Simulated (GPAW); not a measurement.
# How the plane-wave cutoff moves the magnetism of free-standing triangular W monolayer, spacing 3.069 A, part 2 of 2

Wanted: the cheapest choice of the plane-wave cutoff that holds the magnetic results of free-standing triangular W monolayer, spacing 3.069 A.

GPAW 26.7.0; revPBE; plane waves with GPAW's PAW setups, scalar-relativistic.

So far, largest spin moment in the augmentation sphere (μB): step 2 (rung 1 (250 eV), start ferro +) 0.0970; step 4 (rung 2 (325 eV), start ferro +) 0.0976; step 5 (rung 2 (325 eV), start antiferro q=(0,1/2,0) +-) 1.39; step 6 (rung 3 (400 eV), start ferro +) 0.0973; step 7 (rung 3 (400 eV), start antiferro q=(0,1/2,0) +-) 1.40.

**8. Rung 4 (500 eV), start ferro +**

order1.py reads:

```python
import json
import numpy as np
from ase import Atoms
from ase.parallel import paropen, parprint
from gpaw import GPAW

atoms = Atoms(['W'],
    cell=[[3.069, 0.0, 0.0],
         [-1.5345, 2.657832, 0.0],
         [0.0, 0.0, 14.0]],
    scaled_positions=[[0.0, 0.0, 0.5]],
    pbc=True,
    magmoms=[1.0])
atoms.calc = GPAW(mode={'name': 'pw', 'ecut': 500},
    xc='revPBE',
    kpts={'size': (10, 10, 1), 'gamma': True},
    occupations={'name': 'fermi-dirac', 'width': 0.05},
    convergence={'density': 1e-05, 'energy': 1e-05},
    maxiter=200,
    symmetry={'tolerance': 1e-4},
    txt='order1.txt')
e = atoms.get_potential_energy(force_consistent=True)
res = {'free_energy': e, 'energy_sigma0': atoms.get_potential_energy(), 'fermi_energy': atoms.calc.get_fermi_level()}
res['moments'] = atoms.get_magnetic_moments().tolist()
res['total'] = atoms.get_magnetic_moment()
parprint('site moments (muB):', np.round(res['moments'], 3))
parprint(f"total moment: {res['total']:.3f} muB")
parprint(f'free energy: {e:.6f} eV')
atoms.calc.write('order1.gpw')
with paropen('results.json', 'w') as f:
    json.dump(res, f)
```

Run with:

```bash
$ OMP_NUM_THREADS=1 python3 order1.py > order1.log
```

Output:

```text
site moments (muB): [0.097]
total moment: 0.152 muB
free energy: -6.988976 eV

--- order1.txt ---
Input parameters:
  mode=PW(ecut=500),
  convergence={'density': 1e-05, 'energy': 1e-05},
  kpts=MonkhorstPack(size=(10, 10, 1), gamma=True),
  maxiter=200,
  occupations=Occupations(name='fermi-dirac', width=0.05),
  symmetry=Symmetry(tolerance=0.0001),
  xc=XC(name='revPBE')

Diagonalizing LCAO Hamiltonian
[...]
|          3 |       -40.371 |     1.000 |       -40.327 |     1.000 |
|          4 |        -7.563 |     1.000 |        -7.542 |     1.000 |
[...]
|          9 |        -0.192 |     0.000 |        -0.109 |     0.000 |
|         10 |        -0.192 |     0.000 |        -0.109 |     0.000 |
|         11 |         2.371 |     0.000 |         2.399 |     0.000 |
|         12 |         3.266 |     0.000 |         3.288 |     0.000 |

No gap
No difference between direct/indirect transitions


[key lines of the parts left out:]
Free energy:      -6.988976
Converged in 31 steps
dipole moment: (-5.710566, -9.890991, 0.000014)  # |e|*Ang
Fermi level: -2.194
```

Elapsed: 30 s, on 1 MPI rank of Intel Xeon Platinum 8488C (Sapphire Rapids), shared host; peak memory 0.2 GiB.

This step gave:

| Item | Value |
| --- | --- |
| magnetization | 0.1517 μB |
| final state | weakly magnetic |
| largest moment | 0.09720 μB |

After 31 cycles the largest moment is only 0.097 μB.

**9. Rung 4 (500 eV), start antiferro q=(0,1/2,0) +-**

order2.py reads:

```python
import json
import numpy as np
from ase import Atoms
from ase.parallel import paropen, parprint
from gpaw import GPAW

atoms = Atoms(['W', 'W'],
    cell=[[3.069, 0.0, 0.0],
         [-3.069, 5.315664, 0.0],
         [0.0, 0.0, 14.0]],
    scaled_positions=[[0.0, 0.0, 0.5],
         [0.0, 0.5, 0.5]],
    pbc=True,
    magmoms=[1.0, -1.0])
atoms.calc = GPAW(mode={'name': 'pw', 'ecut': 500},
    xc='revPBE',
    kpts={'size': (10, 5, 1), 'gamma': True},
    occupations={'name': 'fermi-dirac', 'width': 0.05},
    convergence={'density': 1e-05, 'energy': 1e-05},
    maxiter=200,
    symmetry={'tolerance': 1e-4},
    txt='order2.txt')
e = atoms.get_potential_energy(force_consistent=True)
res = {'free_energy': e, 'energy_sigma0': atoms.get_potential_energy(), 'fermi_energy': atoms.calc.get_fermi_level()}
res['moments'] = atoms.get_magnetic_moments().tolist()
res['total'] = atoms.get_magnetic_moment()
parprint('site moments (muB):', np.round(res['moments'], 3))
parprint(f"total moment: {res['total']:.3f} muB")
parprint(f'free energy: {e:.6f} eV')
atoms.calc.write('order2.gpw')
with paropen('results.json', 'w') as f:
    json.dump(res, f)
```

Run with:

```bash
$ OMP_NUM_THREADS=1 python3 order2.py > order2.log
```

Output:

```text
site moments (muB): [ 1.4 -1.4]
total moment: -0.000 muB
free energy: -14.344567 eV

--- order2.txt ---
Input parameters:
  mode=PW(ecut=500),
  convergence={'density': 1e-05, 'energy': 1e-05},
  kpts=MonkhorstPack(size=(10, 5, 1), gamma=True),
  maxiter=200,
  occupations=Occupations(name='fermi-dirac', width=0.05),
  symmetry=Symmetry(tolerance=0.0001),
  xc=XC(name='revPBE')

Diagonalizing LCAO Hamiltonian
[...]
|          6 |       -39.725 |     1.000 |       -39.725 |     1.000 |
|          7 |       -39.681 |     1.000 |       -39.681 |     1.000 |
[...]
|         17 |        -0.208 |     0.000 |        -0.208 |     0.000 |
|         18 |         0.458 |     0.000 |         0.458 |     0.000 |
|         19 |         0.730 |     0.000 |         0.730 |     0.000 |
|         20 |         1.903 |     0.000 |         1.903 |     0.000 |

No gap
No difference between direct/indirect transitions


[key lines of the parts left out:]
Free energy:     -14.344567
Converged in 19 steps
dipole moment: (-11.410199, -19.763034, 0.000028)  # |e|*Ang
Fermi level: -2.192
```

Elapsed: 100 s, on 1 MPI rank; peak memory 0.35 GiB.

This step gave:

```
magnetization  : 0 μB
final state    : antiferromagnetic
largest moment : 1.400 μB
```

This start lies -183.3 meV a seeded atom from the first, a change of -0.1 meV since rung 3; its largest moment is 1.40 μB.

**10. Rung 5 (650 eV), start ferro +**

order1.py is the script of step 8 with these lines changed:

```diff
@@ -13,3 +13,3 @@
     magmoms=[1.0])
-atoms.calc = GPAW(mode={'name': 'pw', 'ecut': 500},
+atoms.calc = GPAW(mode={'name': 'pw', 'ecut': 650},
     xc='revPBE',
```

Run with:

```bash
$ OMP_NUM_THREADS=1 python3 order1.py > order1.log
```

Output:

```text
site moments (muB): [0.097]
total moment: 0.152 muB
free energy: -6.990388 eV

--- order1.txt ---
Input parameters:
  mode=PW(ecut=650),
  convergence={'density': 1e-05, 'energy': 1e-05},
  kpts=MonkhorstPack(size=(10, 10, 1), gamma=True),
  maxiter=200,
  occupations=Occupations(name='fermi-dirac', width=0.05),
  symmetry=Symmetry(tolerance=0.0001),
  xc=XC(name='revPBE')

Diagonalizing LCAO Hamiltonian
[...]
|          3 |       -40.371 |     1.000 |       -40.327 |     1.000 |
|          4 |        -7.563 |     1.000 |        -7.542 |     1.000 |
[...]
|          9 |        -0.192 |     0.000 |        -0.109 |     0.000 |
|         10 |        -0.192 |     0.000 |        -0.109 |     0.000 |
|         11 |         2.370 |     0.000 |         2.397 |     0.000 |
|         12 |         3.265 |     0.000 |         3.287 |     0.000 |

No gap
No difference between direct/indirect transitions


[key lines of the parts left out:]
Free energy:      -6.990388
Converged in 29 steps
dipole moment: (-5.710587, -9.891028, 0.000014)  # |e|*Ang
Fermi level: -2.195
```

The job ended after 41 s (1 MPI rank; peak memory 0.24 GiB).

Numbers from this step:

| Item | Value |
| --- | --- |
| magnetization | 0.1516 μB |
| final state | weakly magnetic |
| largest moment | 0.09715 μB |

After 29 cycles the largest moment is only 0.097 μB.

**11. Rung 5 (650 eV), start antiferro q=(0,1/2,0) +-**

order2.py is the script of step 9 with these lines changed:

```diff
@@ -14,3 +14,3 @@
     magmoms=[1.0, -1.0])
-atoms.calc = GPAW(mode={'name': 'pw', 'ecut': 500},
+atoms.calc = GPAW(mode={'name': 'pw', 'ecut': 650},
     xc='revPBE',
```

Run with:

```bash
$ OMP_NUM_THREADS=1 python3 order2.py > order2.log
```

Output:

```text
site moments (muB): [ 1.4 -1.4]
total moment: 0.000 muB
free energy: -14.347470 eV

--- order2.txt ---
Input parameters:
  mode=PW(ecut=650),
  convergence={'density': 1e-05, 'energy': 1e-05},
  kpts=MonkhorstPack(size=(10, 5, 1), gamma=True),
  maxiter=200,
  occupations=Occupations(name='fermi-dirac', width=0.05),
  symmetry=Symmetry(tolerance=0.0001),
  xc=XC(name='revPBE')

Diagonalizing LCAO Hamiltonian
[...]
|          6 |       -39.725 |     1.000 |       -39.725 |     1.000 |
|          7 |       -39.681 |     1.000 |       -39.681 |     1.000 |
[...]
|         17 |        -0.208 |     0.000 |        -0.208 |     0.000 |
|         18 |         0.458 |     0.000 |         0.458 |     0.000 |
|         19 |         0.730 |     0.000 |         0.730 |     0.000 |
|         20 |         1.903 |     0.000 |         1.903 |     0.000 |

No gap
No difference between direct/indirect transitions


[key lines of the parts left out:]
Free energy:     -14.347470
Converged in 19 steps
dipole moment: (-11.410243, -19.763110, 0.000028)  # |e|*Ang
Fermi level: -2.193
```

Run time: 2.9 min. Hardware: 1 MPI rank; peak memory 0.49 GiB.

Read from the output:

| Quantity | Value |
| --- | --- |
| magnetization | 0 μB |
| final state | antiferromagnetic |
| largest moment | 1.400 μB |

This start lies -183.3 meV a seeded atom from the first, a change of -0.0 meV since rung 4; its largest moment is 1.40 μB.

**12. Rung 6 (800 eV), start ferro +**

order1.py is the script of step 10 with these lines changed:

```diff
@@ -13,3 +13,3 @@
     magmoms=[1.0])
-atoms.calc = GPAW(mode={'name': 'pw', 'ecut': 650},
+atoms.calc = GPAW(mode={'name': 'pw', 'ecut': 800},
     xc='revPBE',
```

Run with:

```bash
$ OMP_NUM_THREADS=1 python3 order1.py > order1.log
```

Output:

```text
site moments (muB): [0.097]
total moment: 0.152 muB
free energy: -6.990444 eV

--- order1.txt ---
Input parameters:
  mode=PW(ecut=800),
  convergence={'density': 1e-05, 'energy': 1e-05},
  kpts=MonkhorstPack(size=(10, 10, 1), gamma=True),
  maxiter=200,
  occupations=Occupations(name='fermi-dirac', width=0.05),
  symmetry=Symmetry(tolerance=0.0001),
  xc=XC(name='revPBE')

Diagonalizing LCAO Hamiltonian
[...]
|          3 |       -40.371 |     1.000 |       -40.328 |     1.000 |
|          4 |        -7.563 |     1.000 |        -7.542 |     1.000 |
[...]
|          9 |        -0.192 |     0.000 |        -0.109 |     0.000 |
|         10 |        -0.192 |     0.000 |        -0.109 |     0.000 |
|         11 |         2.368 |     0.000 |         2.395 |     0.000 |
|         12 |         3.264 |     0.000 |         3.286 |     0.000 |

No gap
No difference between direct/indirect transitions


[key lines of the parts left out:]
Free energy:      -6.990444
Converged in 24 steps
dipole moment: (-5.710586, -9.891026, 0.000014)  # |e|*Ang
Fermi level: -2.195
```

Elapsed: 57 s, on 1 MPI rank; peak memory 0.28 GiB.

Numbers from this step:

* magnetization: 0.1515 μB
* final state: weakly magnetic
* largest moment: 0.09709 μB

After 24 cycles the largest moment is only 0.097 μB.

**13. Rung 6 (800 eV), start antiferro q=(0,1/2,0) +-**

order2.py is the script of step 11 with these lines changed:

```diff
@@ -14,3 +14,3 @@
     magmoms=[1.0, -1.0])
-atoms.calc = GPAW(mode={'name': 'pw', 'ecut': 650},
+atoms.calc = GPAW(mode={'name': 'pw', 'ecut': 800},
     xc='revPBE',
```

Run with:

```bash
$ OMP_NUM_THREADS=1 python3 order2.py > order2.log
```

Output:

```text
site moments (muB): [ 1.4 -1.4]
total moment: 0.000 muB
free energy: -14.347620 eV

--- order2.txt ---
Input parameters:
  mode=PW(ecut=800),
  convergence={'density': 1e-05, 'energy': 1e-05},
  kpts=MonkhorstPack(size=(10, 5, 1), gamma=True),
  maxiter=200,
  occupations=Occupations(name='fermi-dirac', width=0.05),
  symmetry=Symmetry(tolerance=0.0001),
  xc=XC(name='revPBE')

Diagonalizing LCAO Hamiltonian
[...]
|          6 |       -39.725 |     1.000 |       -39.725 |     1.000 |
|          7 |       -39.681 |     1.000 |       -39.681 |     1.000 |
[...]
|         17 |        -0.208 |     0.000 |        -0.208 |     0.000 |
|         18 |         0.458 |     0.000 |         0.458 |     0.000 |
|         19 |         0.730 |     0.000 |         0.730 |     0.000 |
|         20 |         1.903 |     0.000 |         1.903 |     0.000 |

No gap
No difference between direct/indirect transitions


[key lines of the parts left out:]
Free energy:     -14.347620
Converged in 19 steps
dipole moment: (-11.410241, -19.763107, 0.000028)  # |e|*Ang
Fermi level: -2.193
```

The job ended after 4.4 min (1 MPI rank; peak memory 0.61 GiB).

Numbers from this step:

| Property | Result |
| --- | --- |
| magnetization | 0 μB |
| final state | antiferromagnetic |
| largest moment | 1.400 μB |

This start lies -183.4 meV a seeded atom from the first, a change of -0.0 meV since rung 5; its largest moment is 1.40 μB.

**14. A faulty input**

A slip in the input shows what the program catches and what it lets pass.

run.py reads:

```python
import json
import numpy as np
from ase import Atoms
from ase.parallel import paropen, parprint
from gpaw import GPAW

atoms = Atoms(['W'],
    cell=[[3.069, 0.0, 0.0],
         [-1.5345, 2.657832, 0.0],
         [0.0, 0.0, 14.0]],
    scaled_positions=[[0.0, 0.0, 0.5]],
    pbc=True,
    magmoms=[1.0])
atoms.calc = GPAW(mode={'name': 'pw', 'ecut': 550},
    xc='revPBE',
    kpts={'size': (0, 10, 1), 'gamma': True},
    occupations={'name': 'fermi-dirac', 'width': 0.05},
    convergence={'density': 1e-05, 'energy': 1e-05},
    maxiter=75,
    symmetry={'tolerance': 1e-4},
    txt='run.txt')
e = atoms.get_potential_energy(force_consistent=True)
res = {'free_energy': e, 'energy_sigma0': atoms.get_potential_energy(), 'fermi_energy': atoms.calc.get_fermi_level()}
res['moments'] = atoms.get_magnetic_moments().tolist()
res['total'] = atoms.get_magnetic_moment()
parprint('site moments (muB):', np.round(res['moments'], 3))
parprint(f"total moment: {res['total']:.3f} muB")
parprint(f'free energy: {e:.6f} eV')
atoms.calc.write('run.gpw')
with paropen('results.json', 'w') as f:
    json.dump(res, f)
```

Run with:

```bash
$ OMP_NUM_THREADS=1 python3 run.py > run.log
```

Output:

```text
ZeroDivisionError: float division by zero

--- run.txt ---
Input parameters:
  mode=PW(ecut=550),
  convergence={'density': 1e-05, 'energy': 1e-05},
  kpts=MonkhorstPack(size=(0, 10, 1), gamma=True),
  maxiter=75,
  occupations=Occupations(name='fermi-dirac', width=0.05),
  symmetry=Symmetry(tolerance=0.0001),
  xc=XC(name='revPBE')
```

Elapsed: 1.4 s, on 1 MPI rank; peak memory 0.11 GiB.

The program refused the input before any cycle.

The program's message: “ZeroDivisionError: float division by zero”

The fault put into the input: a mesh with a zero.

Each count of the mesh must be at least 1.

**15. Side by side**

Ladder, by row:

```tsv
rung	cutoff (eV)	state from the first start	state from the second start	second less first (meV a seeded atom)	moment, first (μB)	moment, second (μB)	CPU time (s)
1	250	weakly magnetic	antiferromagnetic	-177.3	0.09701	1.348	58.23
2	325	weakly magnetic	antiferromagnetic	-181.3	0.09759	1.386	96.61
3	400	weakly magnetic	antiferromagnetic	-183.2	0.09731	1.399	105
4	500	weakly magnetic	antiferromagnetic	-183.3	0.0972	1.4	129.3
5	650	weakly magnetic	antiferromagnetic	-183.3	0.09715	1.4	214.7
6	800	weakly magnetic	antiferromagnetic	-183.4	0.09709	1.4	318.8
```

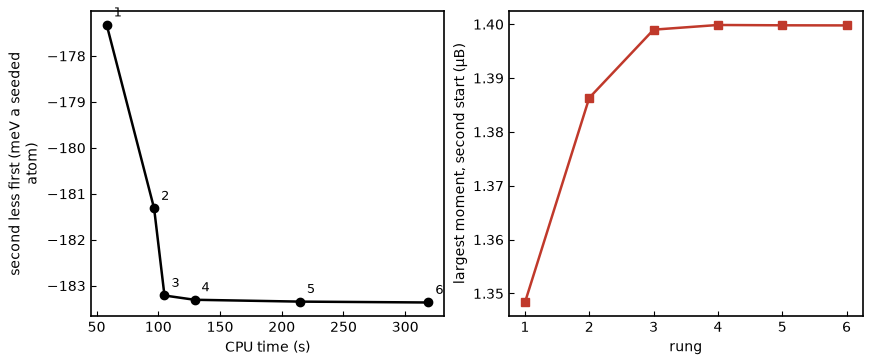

Result against cost, rungs numbered as in the table, and the moment by rung.

**16. Results**

| Property | Result |
| --- | --- |
| range of the moment in the table, second start | 1.35 to 1.40 μB |
| range of CPU time | 58 s to 5.3 min |
| range of the energy difference | -183 to -177 meV a seeded atom |
| first rung from which all stay within 9.2 meV of the last | 1 |

In words: From rung 1 on the result stays within 6.0 meV of the last rung, inside the margin of 9.2 meV set for it, at 18 % of the last rung's cost. The second start ends lower on every rung of the table; whether functional and cell give the true order is another question.

[Logs and program files are shortened in this print: banners, set-up blocks, solver, clock and traceback lines can be left out without a mark of their own.]

[Logs are printed without paths, hosts, clocks, repeated set-up lines and the standing remarks that a program may print on its own settings, such as how far it seeks lower states.]

[Hosts, paths, dates, database ids (printed as entryN), source tags and the programs' standing remarks are cut or masked in the printed files.]

[Where a cell is said to come from a database of computed structures, the database is the Materials Project.]
